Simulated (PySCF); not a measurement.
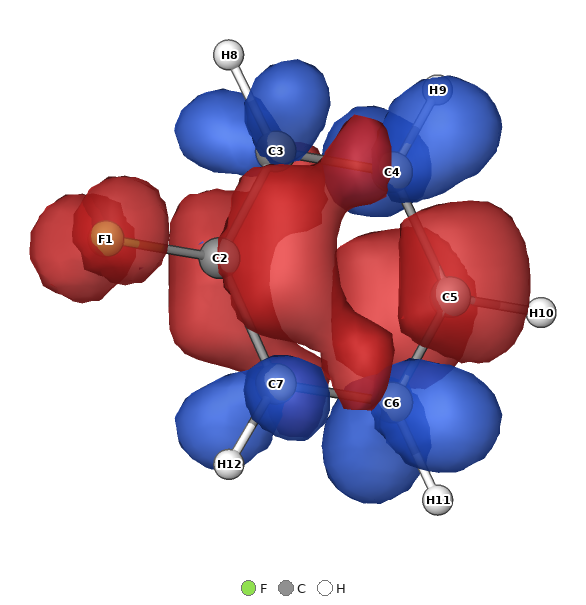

Figure. C6H5F, SMILES `Fc1ccccc1`. Unrelaxed difference density of S₁ less the ground state (TDA singlet states), ±0.008 e/Å³; blue: gain, red: loss.

Method: PBE0/6-31+G*; geometry: GFN2-xTB; program: PySCF. No frequency check shows the geometry to be a minimum.

Input

```python
import numpy as np
from pyscf import gto, scf, dft, tdscf
from pyscf.scf import atom_ks, atom_hf
from scipy.linalg import block_diag

def solve(mol, dm0=None, hcore=None):
    mf = (dft.UKS if mol.spin else dft.RKS)(mol, xc='pbe0')
    mf.grids.level = 3
    mf = mf.density_fit(auxbasis='def2-universal-jkfit')
    mf.conv_tol, mf.max_cycle = 1e-8, 80
    if hcore is not None:
        mf.get_hcore = lambda *args: hcore
    mf.kernel(dm0)
    if not mf.converged:
        mf = mf.newton().run(mf.mo_coeff, mf.mo_occ, max_cycle=30)
    assert mf.converged, 'SCF not converged'
    return mf

mol = gto.M(atom='''
F      2.27468     0.00008     0.00000
C      0.92396    -0.00011     0.00000
C      0.25494    -1.21010     0.00000
C     -1.12915    -1.20073     0.00000
C     -1.81963     0.00003     0.00000
C     -1.12917     1.20068     0.00000
C      0.25492     1.21008     0.00000
H      0.81459    -2.13216     0.00000
H     -1.66867    -2.13573     0.00000
H     -2.89904     0.00025     0.00000
H     -1.66870     2.13568     0.00000
H      0.81456     2.13215     0.00000
''', basis='6-31+g*', charge=0, spin=0, verbose=4)
mf = solve(mol)
td = mf.TDA()
td.nstates, td.singlet, td.conv_tol = 5, True, 1e-5
td.kernel()
td.analyze()
x, y = np.array([p[0] for p in td.xy]), np.array([p[1] + 0 * p[0] for p in td.xy])
f, mu = td.oscillator_strength(), td.transition_dipole()
nto = [td.get_nto(state=i + 1, verbose=4) for i in range(len(td.e))]
# spherically averaged free atoms, for the promolecule
atm = atom_ks.get_atm_nrks(mol, xc='pbe0')
pro = block_diag(*[(atm[a[0]][2] * atm[a[0]][3]) @ atm[a[0]][2].T for a in mol._atom])
np.savez('result.npz', e=td.e, f=f, ok=td.converged, w=[n[0] for n in nto], nto=[n[1] for n in nto], x=x, y=y, c=mf.mo_coeff, occ=mf.mo_occ, eps=mf.mo_energy, pro=pro, mu=mu)
```

Launched as:

```sh
OMP_NUM_THREADS=1 python input.py
```

The run took 5.8 min on 1 thread of AMD EPYC 7R43 64-Core Processor (Zen 3), with other jobs on the host, peak memory 0.77 GiB.

How does the charge move on excitation?

0.23 e is displaced in all, mostly between regions of the same atoms. The state: 5.57 eV (223 nm), f = 0.013, π → π*; the leading pair carries 63 %; hole on C5 (18 %), C2 (15 %) and C3 and C7 (14 % each), electron on C4 and C6 (16 % each), C3 and C7 (15 % each) and C2 and C5 (12 % each) (shares are of the whole state, not of the leading pair alone); their centroids lie 0.1 Å apart.
